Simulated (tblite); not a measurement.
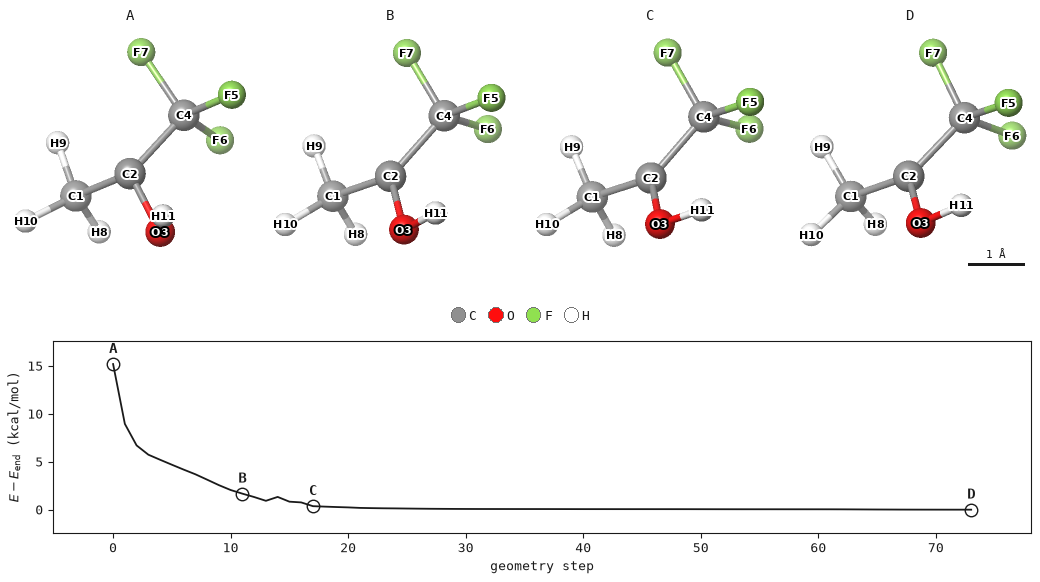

Frames of a relaxation of C$_{3}$H$_{4}$F$_{3}$O (multiplicity 2), marked on the history of the run. The picture is a ball-and-stick view, seen from a free direction.

The calculation used GFN2-xTB geometry optimisation, gas phase (tblite). 

Question: Describe the path.

Answer: Over 73 geometry steps the energy falls by 15.2 kcal/mol. O3 moves most after the best rigid fit: 0.45 Å. Largest moves by element: O 0.45 Å, H 0.42 Å, F 0.27 Å, C 0.15 Å. Among the contacts that change: C4–F7 1.406 → 1.346 Å, O3–H11 1.017 → 0.967 Å, C1–H9 1.126 → 1.090 Å, C4–F5 1.380 → 1.347 Å. Among the angles between lasting bonds that change: C1–C2–C4 111.9° → 120.4°, F5–C4–F6 113.5° → 105.4°, C2–C4–F7 106.7° → 112.9°. From step 0 to 11: O3 moves most (0.33 Å), energy −13.5 kcal/mol. From step 11 to 17: H11 moves most (0.16 Å), energy −1.31 kcal/mol. From step 17 to 73: H atoms move most (0.23 Å), energy −0.37 kcal/mol.
